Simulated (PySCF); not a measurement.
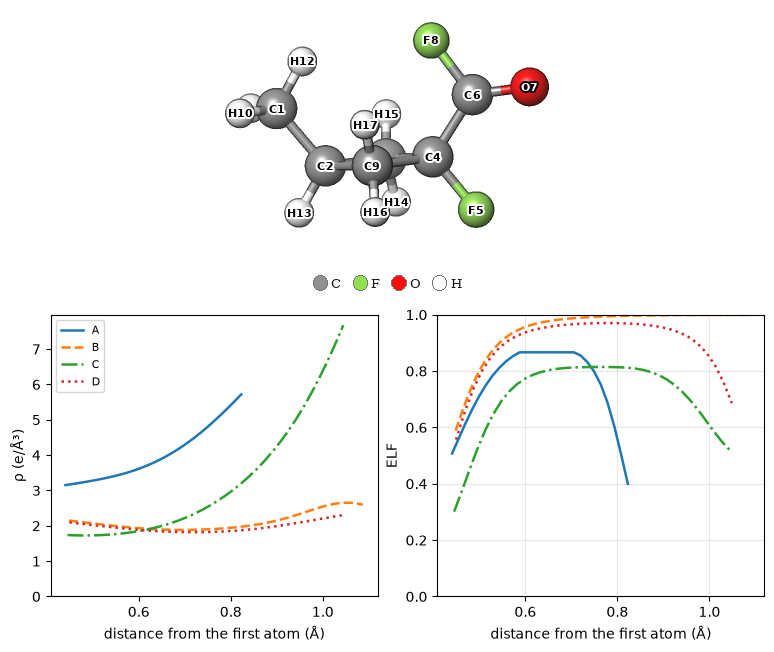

C$_{6}$H$_{8}$F$_{2}$O. Total electron density and electron localisation function along straight lines between neighbouring atoms. The curves leave out the atomic cores. The structure is drawn too.

Geometry: GFN2-xTB.

All numbers below come from PBE0/pcSseg-1, SCF density, gas phase, non-relativistic (PySCF).

```xyz
17

C     1.8368    0.7076   -0.4052
C     0.9739   -0.5049   -0.1098
C     0.0819   -0.3788    1.1427
C    -1.1818   -0.4720    0.2628
F    -1.9454   -1.5852    0.5287
C    -2.0926    0.7172    0.2750
O    -3.2545    0.7905    0.4376
F    -1.3675    1.8571    0.0486
C    -0.2891   -0.6333   -0.9860
H     2.3125    0.6046   -1.3777
H     2.6145    0.8075    0.3483
H     1.2358    1.6136   -0.4068
H     1.5871   -1.4063   -0.1092
H     0.1411   -1.2109    1.8396
H     0.1842    0.5588    1.6840
H    -0.4324   -1.6043   -1.4530
H    -0.4116    0.1508   -1.7293
```

### Which curve belongs to which contact (C–C, C–F, C–H and C–O)? The first atom named is at distance zero.

Curve A: C–O (1.18 Å): the density is about 3.6 e/Å³ at the midpoint; the ELF peaks at about 0.85 between the atoms: a short, multiple covalent bond. Curve B: C–H (1.09 Å): ρ at the midpoint is about 2 e/Å³; the ELF climbs to about 1 towards the hydrogen, as it does in any bond to H (a covalent bond by its length). Curve C: C–F (1.37 Å): ρ is about 2.1 e/Å³ halfway, with its minimum of 1.7 e/Å³ about 0.5 Å from C; the ELF peaks at about 0.80 between the atoms (a shared but strongly polarised pair). Curve D: C–C (1.50 Å): the density is about 1.8 e/Å³ at the midpoint; the ELF peaks at about 1 between the atoms; a shared electron pair.
